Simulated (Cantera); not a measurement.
Feed: 1 mol Al, 0.21 mol NH3, 5 mol H2, equilibrated at 105 Torr.

Method: chemical equilibrium by Gibbs-energy minimisation in Cantera with the NASA 1993 tables (ideal gas, pure condensed phases). Candidate condensed phases: Al, AlN; 13 gas species. Mutual solubility and eutectic melting of coexisting phases are not modelled. Kinetics and transport are ignored.

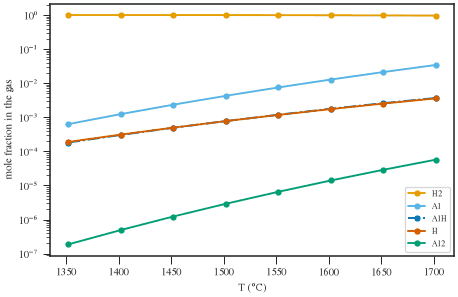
*Equilibrium gas composition (values under 1e-9 drawn at 1e-9)*

From 1352 °C to 1702 °C the condensed part is Al(l) + AlN(s). The main Al-bearing gas is Al throughout. The share of Al in condensed phases is highest at 1352 °C (99.6 %) and lowest at 1702 °C (79.0 %).
